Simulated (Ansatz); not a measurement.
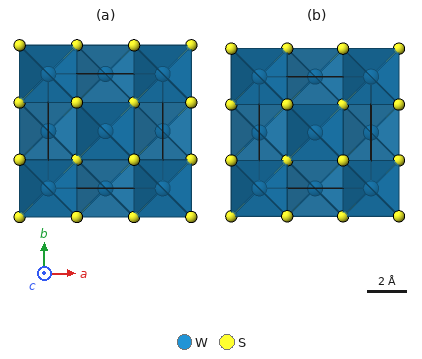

The structure of solid WS (built on the zinc blende type) before (left) and after (right) a relaxation, at one scale.

Style: polyhedral. Shown: the conventional cell (4 times the calculation's cell), along the c axis. Lengths and directions refer to the drawn axes.

Case: no spin polarisation.

All numbers below come from DFT r2SCAN+U, scalar-relativistic, plane waves, PAW (Ansatz). Settings: plane-wave cutoff 500 eV; k-point mesh 12 × 12 × 12; occupations gaussian; smearing width 0.1 eV; U W 6.2 eV; no spin polarisation; cell and atoms relaxed; force threshold 0.01 eV/Å; at most 60 steps.

What changed between the two?

After 3 accepted moves (4 points after the start) the energy has fallen by 25.4 meV per atom. All forces vanish by symmetry, so only the cell relaxes. The pressure goes from −4.31 to −0.01 GPa. The SCF was repeated once at an unchanged geometry on a basis and grid sized afresh for the cell, which shifted the energy by 0.4 meV per atom at most. The atoms keep their places relative to the cell (all moves are under 0.005 Å). The drawn cell changes as follows: a = b = c 5.919 → 5.780 Å (−2.3 %); the volume changes by −6.9 %. Among the contacts that change: S–W 2.563 → 2.503 Å. The space group stays F-43m (No. 216). Cost: 72 s on 1 thread of Intel(R) Xeon(R) Platinum 8375C CPU @ 2.90GHz (Ice Lake), with other jobs on the host, peak memory 0.63 GiB.
